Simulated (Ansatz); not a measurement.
**Si: Si → Sn**

The parent structure is Si in the diamond structure (space group Fd-3m, No. 227; a = 5.444 Å).

One thing is altered: Sn takes the place of Si on all its sites; the structure is relaxed again.

The values are results of plane-wave PAW DFT at the r2SCAN level (Ansatz, a quantum-chemistry and plane-wave program, 500 eV), spin-orbit coupling left out, earlier PAW set, not measurements. Settings: 12×12×12 k-points, 0.05 eV Fermi–Dirac smearing, for the changed cell.

| quantity | base | changed | shift |
|---|---|---|---|
| volume per atom | 20.17 Å³ | 35.43 Å³ | +15.26 Å³ |
| density | 2.31 g/cm³ | 5.56 g/cm³ | +3.25 g/cm³ |
| lattice parameter a | 5.444 Å | 6.569 Å | +1.125 Å |
| space group | Fd-3m (No. 227) | Fd-3m (No. 227) | – |
| band gap | 0.78 eV | zero | – |

Final structure:

```
CELL_PARAMETERS angstrom
      0.00000     3.28434     3.28434
      3.28434     0.00000     3.28434
      3.28434     3.28434     0.00000
ATOMIC_POSITIONS crystal
  Sn 0.50000 0.50000 0.50000
  Sn 0.75000 0.75000 0.75000
```

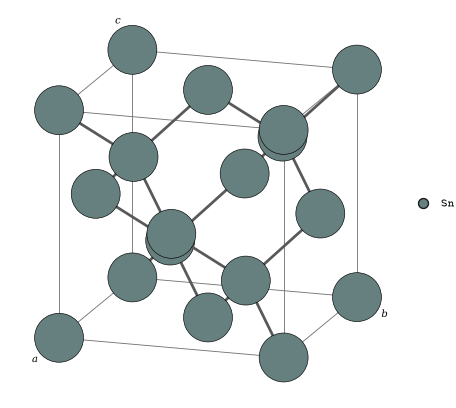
The relaxed conventional cell after the change

Stability against distortions was not tested.
